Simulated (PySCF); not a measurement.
# CH3+: magnetic properties

What do calculations give for the magnetic properties of CH3+ (`[CH3+]`)?

Programs: PySCF 2.14.0, with routines of our own; each step states its level. All values are computed. Atoms count from 0.

## Step 1: The starting structure

4 atoms, charge 1, multiplicity 1; geometry from: GFN2-xTB.

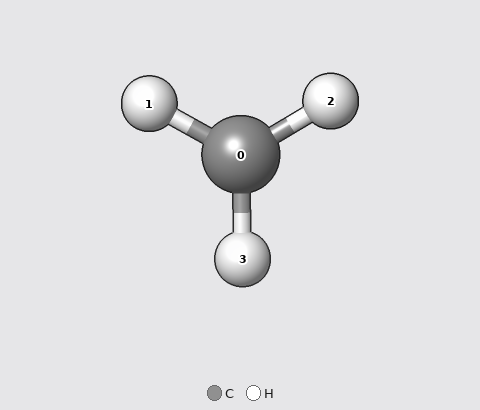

The starting geometry (carbon grey, hydrogen white).

## Step 2: Relaxing the molecule at PBE0-D3(BJ)/def2-SVP

The job: settings as JSON, then the geometry in Å.

```
{"job": {"xc": "PBE0", "basis": "def2-SVP", "d3": "d3bj", "grid": 1, "kind": "geom"}, "charge": 1, "multiplicity": 1}
C      0.002584     0.001486     0.012083
H      1.095908    -0.134833    -0.031226
H     -0.662991    -0.712340    -0.500964
H     -0.425267     0.850460     0.570410
```

Command:

```sh
$ OMP_NUM_THREADS=1 python excited_run.py task.json out
```

This one command runs all jobs of the session in turn.

Log:

```text
step   0  E = -39.38887504  max force = 0.000941
step   1  E = -39.38887903  max force = 0.000187
optimisation converged
```

It took 0.67 s on 1 thread of Arm Neoverse V1, shared host.

Relaxation path:

```
step  energy from step 0 (eV)  largest force component (eV/Å)
   0                   0.0000                          0.0484
   1                  -0.0001                          0.0096
```

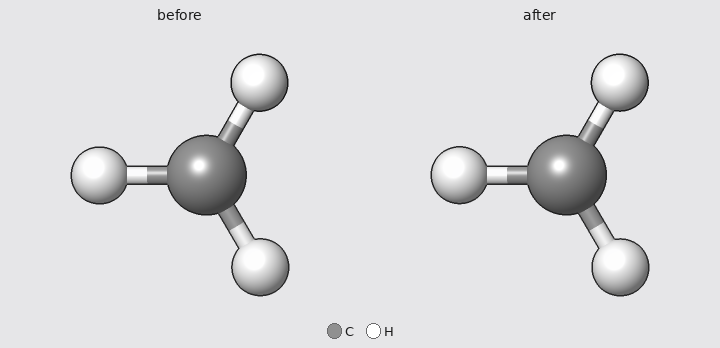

Before and after, at one scale.

Distances of close pairs at the start and the end, largest changes first:

```
 bond  before (Å)  after (Å)  change (Å)
C0–H3       1.103      1.104      +0.002
C0–H2       1.103      1.104      +0.002
C0–H1       1.103      1.104      +0.002
```

The final coordinates are the input of the step that follows.

```
                         at the end point                value
  point group (found at 0.08 Å tolerance)                  D3h
rotational constants (GHz, main isotopes)  274.2, 274.1, 137.1
```

## Step 3: Magnetic properties: GIAO B3LYP/aug-pcSseg-1

The job: settings as JSON, then the geometry in Å.

```
{"job": {"kind": "mag", "xc": "B3LYP", "basis": "aug-pcSseg-1", "isotopologues": 4}, "charge": 1, "multiplicity": 1}
C      0.010857    -0.002143     0.017111
H      1.105602    -0.139548    -0.028613
H     -0.656922    -0.714818    -0.498283
H     -0.415992     0.849099     0.576281
```

With the program's defaults for keys left out, this is: GIAO B3LYP/aug-pcSseg-1 magnetisability, rotational g tensor and spin-rotation constants, non-relativistic, gas phase.

Log:

```text
coarse grid: 2952 points
cycle   1  E = -39.4436227006  dE =  1.789e-01  |g| = 2.562e-01  |ddm| = 1.697e+00
cycle   2  E = -39.4539922589  dE = -1.037e-02  |g| = 2.226e-01  |ddm| = 5.206e-01
cycle   3  E = -39.4667703419  dE = -1.278e-02  |g| = 6.986e-03  |ddm| = 1.527e-01
cycle   4  E = -39.4667841067  dE = -1.376e-05  |g| = 1.906e-04  |ddm| = 1.652e-02
cycle   5  E = -39.4667841260  dE = -1.930e-08  |g| = 1.089e-05  |ddm| = 6.610e-04
final grid: 27328 points
cycle   6  E = -39.4748272528  dE = -5.047e-06  |g| = 2.306e-03  |ddm| = 1.096e-02
cycle   7  E = -39.4748277522  dE = -4.994e-07  |g| = 1.874e-03  |ddm| = 2.887e-03
cycle   8  E = -39.4748286745  dE = -9.223e-07  |g| = 8.879e-06  |ddm| = 1.261e-03
cycle   9  E = -39.4748286745  dE = -2.025e-11  |g| = 1.514e-06  |ddm| = 1.914e-05
converged SCF energy = -39.4748286745

Magnetisability tensor (1e-30 J/T^2)
      130.96       -7.61       11.15
       -7.61       15.26      170.86
       11.15      170.86     -119.69
isotropic 8.84   principal values    -236.41    131.45    131.49
isotropic susceptibility 0.532 1e-6 cm^3/mol

Inertial axes            a          b          c
rot. const./GHz    274.1676   274.1123   137.0701
chi total             7.917      7.917    -14.237
chi diamagnetic     -15.776    -15.776    -22.688
chi paramagnetic     23.693     23.693      8.451
quadrupole/D A        0.480      0.480     -0.960
g nuclear            0.9996     0.9993     0.9995
g electronic        -3.0518    -3.0512    -0.5442
g total             -2.0522    -2.0518     0.4552

Spin-rotation constants (kHz, H = +C I.J)
atom  isotope        aa         bb         cc
  1     1H        9.269      9.267    -16.725
  2     1H        9.268      9.266    -16.725
  3     1H        9.270      9.268    -16.724
  0    13C*     292.411    292.353     18.407
* in the singly substituted isotopologue

Isotopologues: g along a, b, c
2H    at 1,2,3             -1.0269    -1.0267     0.2278
13C   at 0                 -2.0522    -2.0518     0.4552
2H    at 1                 -2.0518    -1.2622     0.3480
```

It took 0.71 s on 1 thread of Arm Neoverse V1, shared host.

From this job:

```
              quantity                     value
       magnetisability              9·10⁻³⁰ J/T²
  molar susceptibility          0.5·10⁻⁶ cm³/mol
rotational g (a, b, c)  -2.0522, -2.0518, 0.4552
```

## Step 4: Magnetic properties: GIAO LDA/aug-cc-pVDZ

The job: settings as JSON, then the geometry in Å.

```
{"job": {"kind": "mag", "xc": "LDA", "basis": "aug-cc-pVDZ"}, "charge": 1, "multiplicity": 1}
C      0.010857    -0.002143     0.017111
H      1.105602    -0.139548    -0.028613
H     -0.656922    -0.714818    -0.498283
H     -0.415992     0.849099     0.576281
```

Method: GIAO LDA/aug-cc-pVDZ magnetisability, rotational g tensor and spin-rotation constants, non-relativistic, gas phase.

Log:

```text
coarse grid: 2952 points
cycle   1  E = -39.0447179347  dE =  1.991e-01  |g| = 1.873e-01  |ddm| = 3.678e+00
cycle   2  E = -39.0457322009  dE = -1.014e-03  |g| = 2.041e-01  |ddm| = 8.579e-01
cycle   3  E = -39.0571114784  dE = -1.138e-02  |g| = 4.593e-03  |ddm| = 5.139e-01
cycle   4  E = -39.0571179885  dE = -6.510e-06  |g| = 4.449e-04  |ddm| = 1.659e-02
final grid: 27328 points
cycle   5  E = -39.0587911582  dE = -2.478e-06  |g| = 1.717e-03  |ddm| = 2.232e-02
cycle   6  E = -39.0587910612  dE =  9.705e-08  |g| = 1.801e-03  |ddm| = 8.701e-03
cycle   7  E = -39.0587919492  dE = -8.880e-07  |g| = 1.982e-05  |ddm| = 4.350e-03
cycle   8  E = -39.0587919493  dE = -1.267e-10  |g| = 2.390e-06  |ddm| = 6.771e-05
converged SCF energy = -39.0587919493

Magnetisability tensor (1e-30 J/T^2)
      165.61       -8.44       12.37
       -8.44       37.33      189.43
       12.37      189.43     -112.29
isotropic 30.22   principal values    -241.70    166.15    166.20
isotropic susceptibility 1.820 1e-6 cm^3/mol

Inertial axes            a          b          c
rot. const./GHz    274.1676   274.1123   137.0701
chi total            10.007     10.007    -14.556
chi diamagnetic     -15.832    -15.832    -22.579
chi paramagnetic     25.839     25.839      8.023
quadrupole/D A        0.573      0.573     -1.147
g nuclear            0.9996     0.9993     0.9995
g electronic        -3.3281    -3.3275    -0.5167
g total             -2.3286    -2.3281     0.4828

Spin-rotation constants (kHz, H = +C I.J)
atom  isotope        aa         bb         cc
  1     1H       13.272     13.269    -16.971
  2     1H       13.271     13.268    -16.970
  3     1H       13.273     13.271    -16.970
  0    13C*     303.701    303.640     14.430
* in the singly substituted isotopologue
```

It took 0.52 s on 1 thread of Arm Neoverse V1, shared host.

From this job:

```
              quantity                     value
       magnetisability             30·10⁻³⁰ J/T²
  molar susceptibility          1.8·10⁻⁶ cm³/mol
rotational g (a, b, c)  -2.3286, -2.3281, 0.4828
```

## Step 5: Magnetic properties: GIAO HSE06/cc-pVTZ

The job: settings as JSON, then the geometry in Å.

```
{"job": {"kind": "mag", "xc": "HSE06", "basis": "cc-pVTZ"}, "charge": 1, "multiplicity": 1}
C      0.010857    -0.002143     0.017111
H      1.105602    -0.139548    -0.028613
H     -0.656922    -0.714818    -0.498283
H     -0.415992     0.849099     0.576281
```

Method: GIAO HSE06/cc-pVTZ magnetisability, rotational g tensor and spin-rotation constants, non-relativistic, gas phase.

Log:

```text
coarse grid: 2952 points
cycle   1  E = -39.4168411497  dE =  1.729e-01  |g| = 2.575e-01  |ddm| = 3.568e+00
cycle   2  E = -39.4274804033  dE = -1.064e-02  |g| = 2.235e-01  |ddm| = 1.006e+00
cycle   3  E = -39.4397569707  dE = -1.228e-02  |g| = 8.027e-03  |ddm| = 4.514e-01
cycle   4  E = -39.4397721426  dE = -1.517e-05  |g| = 4.117e-04  |ddm| = 2.053e-02
cycle   5  E = -39.4397725044  dE = -3.619e-07  |g| = 1.310e-05  |ddm| = 1.121e-03
final grid: 27328 points
cycle   6  E = -39.4374144229  dE = -1.906e-05  |g| = 2.504e-03  |ddm| = 6.656e-02
cycle   7  E = -39.4374149938  dE = -5.710e-07  |g| = 1.997e-03  |ddm| = 9.482e-03
cycle   8  E = -39.4374160180  dE = -1.024e-06  |g| = 1.621e-05  |ddm| = 4.061e-03
cycle   9  E = -39.4374160181  dE = -8.498e-11  |g| = 2.039e-06  |ddm| = 5.902e-05
converged SCF energy = -39.4374160181

Magnetisability tensor (1e-30 J/T^2)
      135.13       -7.68       11.26
       -7.68       18.30      172.52
       11.26      172.52     -117.96
isotropic 11.82   principal values    -235.81    135.62    135.66
isotropic susceptibility 0.712 1e-6 cm^3/mol

Inertial axes            a          b          c
rot. const./GHz    274.1676   274.1123   137.0701
chi total             8.169      8.169    -14.201
chi diamagnetic     -15.720    -15.720    -22.499
chi paramagnetic     23.888     23.888      8.298
quadrupole/D A        0.555      0.555     -1.110
g nuclear            0.9996     0.9993     0.9995
g electronic        -3.0769    -3.0762    -0.5344
g total             -2.0773    -2.0769     0.4651

Spin-rotation constants (kHz, H = +C I.J)
atom  isotope        aa         bb         cc
  1     1H        9.712      9.710    -16.552
  2     1H        9.711      9.709    -16.552
  3     1H        9.713      9.711    -16.552
  0    13C*     283.735    283.678     16.716
* in the singly substituted isotopologue
```

Wall time 1.4 s (1 thread of Arm Neoverse V1, shared host).

From this job:

```
              quantity                     value
       magnetisability             12·10⁻³⁰ J/T²
  molar susceptibility          0.7·10⁻⁶ cm³/mol
rotational g (a, b, c)  -2.0773, -2.0769, 0.4651
```

## Step 6: The levels compared

```
                  level  ξ (10⁻³⁰ J/T²)     g(a)     g(b)  gap (eV)  functions    time
GIAO B3LYP/aug-pcSseg-1               9  -2.0522  -2.0518      8.09         53  0.71 s
   GIAO LDA/aug-cc-pVDZ              30  -2.3286  -2.3281      5.01         50  0.52 s
     GIAO HSE06/cc-pVTZ              12  -2.0773  -2.0769      7.85         72   1.4 s
```

## Step 7: Outcome

| quantity | value |
| --- | --- |
| point group | D3h |
| rotational constants (main isotopes) | 274.17, 274.11, 137.07 GHz |
| magnetisability (step 3, GIAO B3LYP/aug-pcSseg-1) | 9·10⁻³⁰ J/T² |
| molar susceptibility (step 3, GIAO B3LYP/aug-pcSseg-1) | 0.5·10⁻⁶ cm³/mol |
| rotational g (a, b, c) (step 3, GIAO B3LYP/aug-pcSseg-1) | -2.0522, -2.0518, 0.4552 |
| magnetisability over the levels | 9 to 30·10⁻³⁰ J/T² |

With PBE0/def2-SVP, its start was all but relaxed already: 1 step gained 0.1 meV. For an ion, the motion of the centre of mass in the field is left out. At GIAO B3LYP/aug-pcSseg-1 the magnetisability is positive: the paramagnetic term outweighs the diamagnetic one, and such values are sensitive to the functional. At GIAO LDA/aug-cc-pVDZ the magnetisability is positive: the paramagnetic term outweighs the diamagnetic one, and such values are sensitive to the functional. At GIAO HSE06/cc-pVTZ the magnetisability is positive: the paramagnetic term outweighs the diamagnetic one, and such values are sensitive to the functional. The magnetisability spreads by 126.1 % over 3 levels, from GIAO B3LYP/aug-pcSseg-1 (0.71 s) to GIAO LDA/aug-cc-pVDZ (0.52 s); the runs took 0.52 s to 1.4 s. Vibrational averaging and real surroundings are missing from these values.
